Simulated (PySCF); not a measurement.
Consider C$_{6}$H$_{11}$F (SMILES FC1CCCCC1).

```yaml
atoms:
  - { symbol: F, position_ang: [0.6870, 2.6413, -0.0022] }
  - { symbol: C, position_ang: [0.3597, 1.3510, 0.3651] }
  - { symbol: C, position_ang: [1.3930, 0.3914, -0.1907] }
  - { symbol: C, position_ang: [1.0305, -1.0545, 0.1336] }
  - { symbol: C, position_ang: [-0.3729, -1.3993, -0.3550] }
  - { symbol: C, position_ang: [-1.4061, -0.4222, 0.1974] }
  - { symbol: C, position_ang: [-1.0361, 1.0221, -0.1269] }
  - { symbol: H, position_ang: [0.3780, 1.3115, 1.4715] }
  - { symbol: H, position_ang: [1.4325, 0.5362, -1.2846] }
  - { symbol: H, position_ang: [2.3876, 0.6541, 0.2030] }
  - { symbol: H, position_ang: [1.7745, -1.7371, -0.3067] }
  - { symbol: H, position_ang: [1.0817, -1.2079, 1.2269] }
  - { symbol: H, position_ang: [-0.6336, -2.4325, -0.0746] }
  - { symbol: H, position_ang: [-0.3919, -1.3612, -1.4592] }
  - { symbol: H, position_ang: [-1.4715, -0.5455, 1.2938] }
  - { symbol: H, position_ang: [-2.4086, -0.6521, -0.1968] }
  - { symbol: H, position_ang: [-1.7575, 1.7289, 0.3129] }
  - { symbol: H, position_ang: [-1.0551, 1.1823, -1.2192] }
```

Geometry: PBE0-D3(BJ)/def2-SVP.

Theory: PySCF, PBE0/pcSseg-1, SCF density, in a chloroform solvent model, non-relativistic.

What will maps of the electron density and electron localisation function show?

Answer. C–F (1.38 Å): ρ at the midpoint is about 2.1 e/Å³, with its minimum of 1.6 e/Å³ about 0.5 Å from C; the ELF peaks at about 0.85 between the atoms (a shared but strongly polarised pair).
C–C (1.52 Å): the density is about 1.7 e/Å³ at the midpoint; the ELF peaks at about 0.95 between the atoms; a covalent bond.
C–H (1.10 Å): the density is about 1.9 e/Å³ at the midpoint; the ELF climbs to about 1 towards the hydrogen, as it does in any bond to H; an ordinary covalent bond to hydrogen.

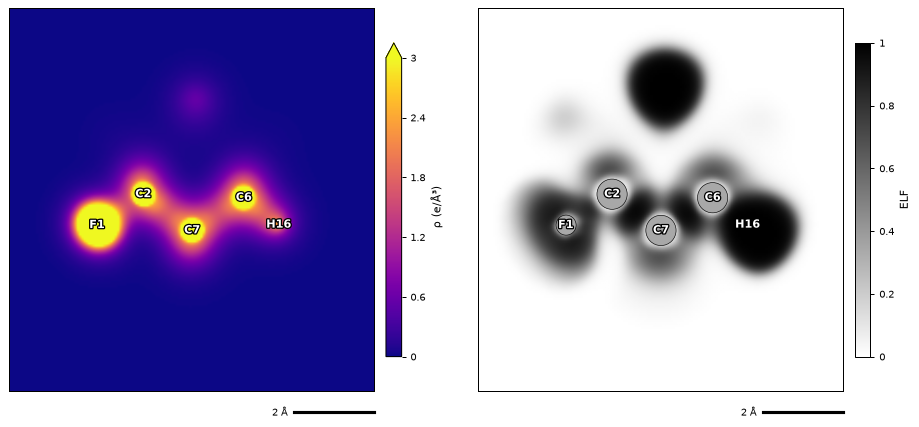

Computed electron density and electron localisation function on the plane of atoms F1, C2 and C7, in this order. Grey discs cover the atomic cores in the ELF map. 
